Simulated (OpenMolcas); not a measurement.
# Run report: CH₂AlN, single-point calculation

CH₂AlN, computed with BLYP/aug-cc-pVDZ, RKS (OpenMolcas 26.06).

A bond length was changed on purpose from its optimised value.

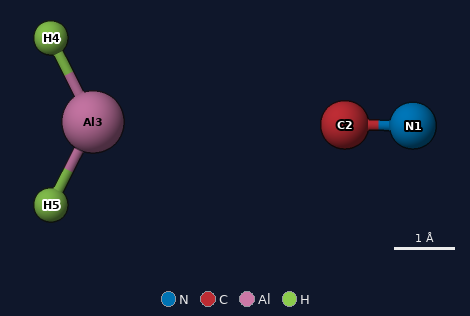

*The structure (ball-and-stick view, seen at a tilt; atoms are numbered from 1 in the order of the input). Sticks mark near contacts.*

## The input
```
>>> EXPORT MOLCAS_PRINT=2

&GATEWAY
 BasLib=$CurrDir
 Coord=geom.xyz
 Basis=aug-cc-pVDZ
 Group=NoSym

&SEWARD
 GridInput
 Grid=UltraFine
 End of Grid

&SCF
 KSDFT=BLYP
 Thresholds=1e-10 1e-07 1e-07 1e-05
 PrOrbitals=0
```

## File geom.xyz
```
5

N      2.727972    -2.651593     2.769872
C      2.059872    -2.003593     2.087472
Al    -0.407200     0.390000    -0.434600
H     -1.629700    -0.322900    -1.120200
H     -0.009700     1.903200    -0.592600
```

Command:
```bash
export MOLCAS_MEM=1860
pymolcas job.inp > job.log
```

## The program's output
```
--- Start Module: gateway ---

                                              &GATEWAY

                       available to each process: 1.9 GB of memory, 1 thread

 Basis Set     1 Label: N.AUG-CC-PVDZ
 Basis set is read from library:.
 basistype.tbl is not found

 Basis Set     2 Label: C.AUG-CC-PVDZ
 Basis set is read from library:.
 basistype.tbl is not found

 Basis Set     3 Label: AL.AUG-CC-PVDZ
 Basis set is read from library:.
 basistype.tbl is not found

 Basis Set     4 Label: H.AUG-CC-PVDZ
 Basis set is read from library:.
 basistype.tbl is not found

++    Symmetry information:
      ---------------------

                    Character Table for C1

                             E
                    a        1  x, y, xy, Rz, z, xz, Ry, yz, Rx, I
--

++    Basis set information:
      ----------------------

      Basis set label: N.AUG-CC-PVDZ.........

      Electronic valence basis set:
      ------------------
      Associated Effective Charge   7.000000 au
      Associated Actual Charge      7.000000 au
      Nuclear Model: Point charge

      Shell  nPrim  nBasis  Cartesian Spherical Contaminant
         s      10       4        X
         p       5       3        X
         d       2       2                 X

      Basis set label: C.AUG-CC-PVDZ.........

      Electronic valence basis set:
      ------------------
      Associated Effective Charge   6.000000 au
      Associated Actual Charge      6.000000 au
      Nuclear Model: Point charge

      Shell  nPrim  nBasis  Cartesian Spherical Contaminant
         s      10       4        X
         p       5       3        X
         d       2       2                 X

      Basis set label: AL.AUG-CC-PVDZ.........

      Electronic valence basis set:
      ------------------
      Associated Effective Charge  13.000000 au
      Associated Actual Charge     13.000000 au
      Nuclear Model: Point charge

      Shell  nPrim  nBasis  Cartesian Spherical Contaminant
         s      13       5        X
         p       9       4        X
         d       2       2                 X

      Basis set label: H.AUG-CC-PVDZ.........

      Electronic valence basis set:
      ------------------
      Associated Effective Charge   1.000000 au
      Associated Actual Charge      1.000000 au
      Nuclear Model: Point charge

      Shell  nPrim  nBasis  Cartesian Spherical Contaminant
         s       5       3        X
         p       2       2        X
--

++    Molecular structure info:
      -------------------------

                    ************************************************
                    **** Cartesian Coordinates / bohr, angstrom ****
                    ************************************************

     Center  Label                x              y              z                     x              y              z
        1      N1               5.155120      -5.010785       5.234299              2.727972      -2.651593       2.769872
        2      C2               3.892594      -3.786242       3.944750              2.059872      -2.003593       2.087472
        3      AL3             -0.769496       0.736993      -0.821275             -0.407200       0.390000      -0.434600
        4      H4              -3.079687      -0.610193      -2.116871             -1.629700      -0.322900      -1.120200
        5      H5              -0.018330       3.596527      -1.119852             -0.009700       1.903200      -0.592600

                    ***************************************
                    *    InterNuclear Distances / bohr    *
                    ***************************************

               1 N1            2 C2            3 AL3           4 H4            5 H5
    1 N1       0.000000
    2 C2       2.180920        0.000000
    3 AL3     10.237578        8.056658        0.000000
    4 H4      11.883474        9.769506        2.971609        0.000000
    5 H5      11.883839        9.769892        2.971587        5.297399        0.000000

                    *******************************************
                    *    InterNuclear Distances / angstrom    *
                    *******************************************

               1 N1            2 C2            3 AL3           4 H4            5 H5
    1 N1       0.000000
    2 C2       1.154093        0.000000
    3 AL3      5.417493        4.263400        0.000000
    4 H4       6.288464        5.169800        1.572508        0.000000
    5 H5       6.288657        5.170004        1.572496        2.803263        0.000000

                    **************************************
                    *    Valence Bond Angles / degree    *
                    **************************************
                          Atom centers                 Phi
                      4 H4       3 AL3      5 H5       126.08
--

            Nuclear Potential Energy             49.17282890 au

--- Stop Module: gateway /rc=_RC_ALL_IS_WELL_ ---

--- Start Module: seward ---

                                              &SEWARD

                       available to each process: 1.9 GB of memory, 1 thread

               SEWARD will generate:
                  Multipole Moment integrals up to order  2
                  Kinetic Energy integrals
                  Nuclear Attraction integrals (point charge)
                  One-Electron Hamiltonian integrals
                  Velocity integrals
                  Orbital angular momentum around (  1.7275  -1.6856   1.7311 )
                  Velocity quadrupole around (  1.7275  -1.6856   1.7311 )
                  Two-Electron Repulsion integrals

                   Integrals are discarded if absolute value <: 1.00E-14
                   Integral cutoff threshold is set to       <: 1.00E-16

            Nuclear Potential Energy             49.17282890 au

      Basis set specifications :
      Symmetry species         a
      Basis functions           91

--- Stop Module: seward /rc=_RC_ALL_IS_WELL_ ---
--- Module seward spent 1 second ---

--- Start Module: scf ---

                                                &SCF

                       available to each process: 1.9 GB of memory, 1 thread

 ###############################################################################
 ###     Minimized-density-differences option turned off!                    ###
 ###############################################################################
++    Input section:
      --------------

      Header of the integral files:

      Cartesian coordinates in angstrom:
      -----------------------------------------------------
      No.  Label        X            Y            Z
      -----------------------------------------------------
       1   N1         2.72797200  -2.65159300   2.76987200
       2   C2         2.05987200  -2.00359300   2.08747200
       3   AL3       -0.40720000   0.39000000  -0.43460000
       4   H4        -1.62970000  -0.32290000  -1.12020000
       5   H5        -0.00970000   1.90320000  -0.59260000
      -----------------------------------------------------
      Nuclear repulsion energy =   49.17282890
--

++    Orbital specifications:
      -----------------------

      Symmetry species               1
                                     a
      Frozen orbitals                0
      Occupied orbitals             14
      Secondary orbitals            77
      Deleted orbitals               0
      Total number of orbitals      91
      Number of basis functions     91
--

      Molecular charge                           0.000

      Numerical integration parameters
      --------------------------------
      Radial quadrature type:                         MHL
      Size of radial grid:                            99
      Lebedev angular grid:                           41
      Angular grid pruned with the crowding factor:  1.00E+10
                                 and fading factor:  1.00E+01
      Screening threshold for integral computation:   1.00E-11
      Radial quadrature accuracy:                     1.00E-25
      Maximum batch size:                             128
      AO values are stored on disk
      The same grid will be used for all iterations.

      DFT functional specifications
      -----------------------------
      Using Libxc version: 6.2.2
      Please cite the following reference:
      S. Lehtola, C. Steigemann, M. J.T. Oliveira, and M. A.L. Marques.,  SoftwareX 7, 1–5 (2018) doi:10.1016/j.softx.2017.11.002

      * Becke 88
        - A. D. Becke.,  Phys. Rev. A 38, 3098 (1988) doi:10.1103/PhysRevA.38.3098
      * Lee, Yang & Parr
        - C. Lee, W. Yang, and R. G. Parr.,  Phys. Rev. B 37, 785 (1988) doi:10.1103/PhysRevB.37.785
        - B. Miehlich, A. Savin, H. Stoll, and H. Preuss.,  Chem. Phys. Lett. 157, 200 (1989) doi:10.1016/0009-2614(89)87234-3

++    Optimization specifications:
      ----------------------------

      SCF Algorithm: Conventional
      D(i)-D(i-1) density differences are used
      Number of density matrices in core                 5
      Maximum number of NDDO SCF iterations            400
      Maximum number of HF SCF iterations              400
      Threshold for SCF energy change             1.00E-10
      Threshold for density matrix                1.00E-07
      Threshold for Fock matrix                   1.00E-07
      Threshold for linear dependence             1.00E-09
      Threshold at which DIIS is turned on        1.50E-01
      Maximum depth in the DIIS procedure                5
      Maximum depth in the BFGS Hessian update          30
      Threshold at which QNR/C2DIIS is turned on  7.50E-02
      Threshold for Norm(delta) (QNR/C2DIIS)      1.00E-05
      All orbitals punched on: SCFORB
--

      Input vectors read from INPORB
      Orbital file label: *Guess orbitals

++ Convergence information
                                   BLYP       iterations: Energy and convergence statistics

Iter     Tot. BLYP       One-elec.       Two-elec.     Energy      Max Dij or  Max Fij      DNorm      TNorm      AccCon     Time
         Energy          Energy          Energy        Change      Delta Norm                                                in Sec.
   1  -335.897068880  -590.889656662   205.819758879   0.00E+00    2.42E-01*   1.47E-01*    8.02E+00   1.02E+02   None         1.
   2  -325.917879659  -582.188773627   207.098065065   9.98E+00*   3.63E-01*   2.96E-02*    1.38E+01   9.86E+01   EDIIS        1.
   3  -334.685941383  -590.582782630   206.724012345  -8.77E+00*   5.47E-01*   6.43E-02*    8.27E+00   1.01E+02   EDIIS        1.
   4  -335.831498233  -591.804147578   206.799820442  -1.15E+00*   2.69E-01*   6.72E-02*    5.51E+00   1.01E+02   EDIIS        1.
   5  -336.105153079  -592.994931412   207.716949430  -2.74E-01*   1.35E-01*   3.86E-02*    4.28E+00   1.02E+02   EDIIS        1.
   6  -336.273458242  -591.153404006   205.707116861  -1.68E-01*   6.74E-01*   4.34E-02*    1.72E+00   1.02E+02   c2DIIS       1.
   7  -336.229033149  -591.359009671   205.957147619   4.44E-02*   5.29E-01*   1.68E-02*    3.46E+00   1.02E+02   c2DIIS       1.
   8  -336.255362392  -592.077405748   206.649214453  -2.63E-02*   6.47E-01*   4.26E-03*    2.62E+00   1.02E+02   c2DIIS       1.
   9  -336.240156353  -591.109598320   205.696613065   1.52E-02*   7.08E-01*   1.49E-03*    2.18E+00   1.01E+02   c2DIIS       1.
  10  -336.234899811  -590.949299539   205.541570826   5.26E-03*   2.18E-01*   2.03E-03*    2.07E+00   1.01E+02   c2DIIS       1.
  11  -336.259430343  -591.703096128   206.270836882  -2.45E-02*   2.54E-02*   8.99E-04*    1.11E+00   1.02E+02   c2DIIS       1.
  12  -336.259563590  -591.697223044   206.264830552  -1.33E-04*   7.33E-02*   1.67E-03*    1.03E-01   1.02E+02   QNRc2DIIS    1.
  13  -336.257519402  -591.473049948   206.042701644   2.04E-03*   7.18E-02*   1.49E-02*    4.45E-01   1.02E+02   QNRc2DIIS    1.
  14  -336.259602583  -591.649336704   206.216905218  -2.08E-03*   2.32E-02*   2.22E-03*    4.29E-01   1.02E+02   QNRc2DIIS    1.
  15  -336.259290201  -591.701457432   206.269338329   3.12E-04*   1.64E-02*   6.18E-03*    1.21E-01   1.02E+02   QNRc2DIIS    1.
  16  -336.259702092  -591.679913443   206.247382449  -4.12E-04*   1.80E-02*   1.45E-03*    9.23E-02   1.02E+02   QNRc2DIIS    1.
  17  -336.259677874  -591.676012765   206.243505989   2.42E-05*   1.22E-02*   2.65E-03*    1.04E-01   1.02E+02   QNRc2DIIS    1.
  18  -336.259726239  -591.654732797   206.222177656  -4.84E-05*   8.17E-03*   1.85E-03*    7.17E-02   1.02E+02   QNRc2DIIS    1.
  19  -336.259722777  -591.672399057   206.239847378   3.46E-06*   1.31E-02*   1.74E-03*    4.64E-02   1.02E+02   QNRc2DIIS    1.
  20  -336.259799650  -591.656451411   206.223822859  -7.69E-05*   3.98E-02*   2.24E-03*    7.01E-02   1.02E+02   QNRc2DIIS    1.
  21  -336.259636806  -591.650255755   206.217790047   1.63E-04*   2.39E-03*   2.13E-04*    2.21E-01   1.02E+02   QNRc2DIIS    1.
  22  -336.259637797  -591.654921656   206.222454957  -9.91E-07*   1.08E-03*   7.78E-05*    1.26E-02   1.02E+02   QNRc2DIIS    1.
  23  -336.259637838  -591.653610429   206.221143689  -4.08E-08*   2.10E-04*   2.23E-05*    5.80E-03   1.02E+02   QNRc2DIIS    1.
  24  -336.259637846  -591.653769426   206.221302677  -8.78E-09*   2.94E-05*   7.81E-06*    1.10E-03   1.02E+02   QNRc2DIIS    1.
  25  -336.259637847  -591.653564685   206.221097935  -2.44E-10*   2.99E-05*   2.96E-06*    1.98E-04   1.02E+02   QNRc2DIIS    1.
  26  -336.259637847  -591.653650853   206.221184103   1.14E-10*   1.38E-05*   1.38E-06*    1.75E-04   1.02E+02   QNRc2DIIS    1.
  27  -336.259637847  -591.653608563   206.221141814   9.66E-12*   1.01E-05*   5.81E-07*    8.32E-05   1.02E+02   QNRc2DIIS    1.
  28  -336.259637847  -591.653603655   206.221136906  -7.05E-12    2.42E-06    6.18E-07*    5.20E-05   1.02E+02   QNRc2DIIS    1.
  29  -336.259637847  -591.653601368   206.221134619  -6.48E-12    1.80E-06    6.71E-07*    1.34E-05   1.02E+02   QNRc2DIIS    1.
  30  -336.259637847  -591.653601350   206.221134601  -8.30E-12    2.86E-05*   7.12E-07*    9.89E-06   1.02E+02   QNRc2DIIS    1.
  31  -336.259637847  -591.653605076   206.221138327   5.32E-11*   1.08E-06    9.39E-08     1.57E-04   1.02E+02   QNRc2DIIS    1.
  32  -336.259637847  -591.653604351   206.221137602   9.09E-13*   7.52E-07    1.00E-07*    5.89E-06   1.02E+02   QNRc2DIIS    1.
  33  -336.259637847  -591.653602604   206.221135855   7.96E-13*   5.02E-07    9.85E-08     4.37E-06   1.02E+02   QNRc2DIIS    1.
  34  -336.259637847  -591.653603626   206.221136877  -2.84E-12    1.71E-07    1.03E-07*    2.88E-06   1.02E+02   QNRc2DIIS    1.
  35  -336.259637847  -591.653603700   206.221136951   2.56E-12*   4.78E-06    1.06E-07*    9.37E-07   1.02E+02   QNRc2DIIS    1.
  36  -336.259637847  -591.653603680   206.221136931  -2.84E-13    9.83E-08    9.60E-09     2.62E-05   1.02E+02   QNRc2DIIS    1.

       Convergence after  36 Iterations
--

 *****************************************************************************************************************************
 *                                             SCF/KS-DFT Program, Final results                                             *
 *                                                       Final Results                                                       *
 *****************************************************************************************************************************

::    Total KS-DFT energy                            -336.2596378465
      One-electron energy                            -591.6536036798
      Two-electron energy                             206.2211369308
      Nuclear repulsion energy                         49.1728289025
      Kinetic energy (interpolated)                   334.7890415304
      Virial theorem                                    1.0043926059
      Total spin, S(S+1)                                0.0000000000
      Total spin, S                                     0.0000000000
      Max non-diagonal density matrix element           0.0000000628
      Max non-diagonal Fock matrix element              0.0000000087

      No orbitals printed

++    Molecular charges:
      ------------------

      Mulliken charges per centre
      ---------------------------

                N1      C2      AL3     H4      H5
      Total    6.5074  5.4529 14.1369  0.9514  0.9514

      N-E      0.4926  0.5471 -1.1369  0.0486  0.0486

      Total electronic charge=   28.000000

      Total            charge=   -0.000000
--

++    Molecular properties:
      ---------------------

      Charge (e):
                      =   -0.0000
      Dipole Moment (debye):
      Origin of the operator (angstrom)=    0.9142   -0.8920    0.9161
                   X=  1.0939E+01               Y= -1.0613E+01               Z=  1.1183E+01           Total=  1.8904E+01
      Quadrupole Moment (debye*angstrom):
      Origin of the operator (angstrom)=    0.9142   -0.8920    0.9161
                  XX= -3.0808E+01              XY=  2.9766E-01              XZ= -4.0189E+00              YY= -3.2471E+01
                  YZ=  2.3025E+00              ZZ= -2.9082E+01
      In traceless form (debye*angstrom)
                  XX= -3.1516E-02              XY=  4.4649E-01              XZ= -6.0283E+00              YY= -2.5258E+00
                  YZ=  3.4538E+00              ZZ=  2.5574E+00
--

--- Stop Module: scf /rc=_RC_ALL_IS_WELL_ ---
--- Module scf spent 35 seconds ---

.##################.
.# Happy landing! #.
.##################.

    Timing: Wall=37.73 User=32.73 System=4.98
```

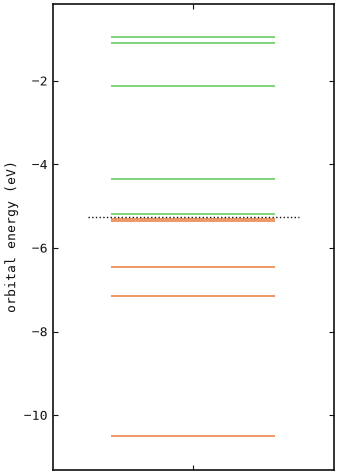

*Orbital energies near the frontier; the dotted line parts filled from empty levels, and levels within 0.02 eV of each other stand side by side.*

Highest filled −5.32 eV, lowest empty −5.19 eV, 0.13 eV apart.

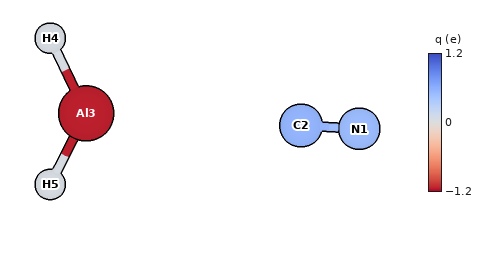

*Mulliken charges, as the colour of each atom (ball-and-stick view, seen at a tilt; atoms are numbered from 1 in the order of the input).*

By element: N +0.49, C +0.55, Al −1.14 and H +0.05 e.

## Key numbers

| quantity | value |
| --- | --- |
| outcome | converged |
| total energy | −336.259638 hartree |
| basis functions | 91 |
| HOMO | −5.32 eV |
| LUMO | −5.19 eV |
| dipole moment | 18.90 debye |
| hardware | 1 thread of Arm Neoverse V2, 24 GiB of memory available, shared host |
| wall time | 38 s |
| peak memory | 0.5 GiB |
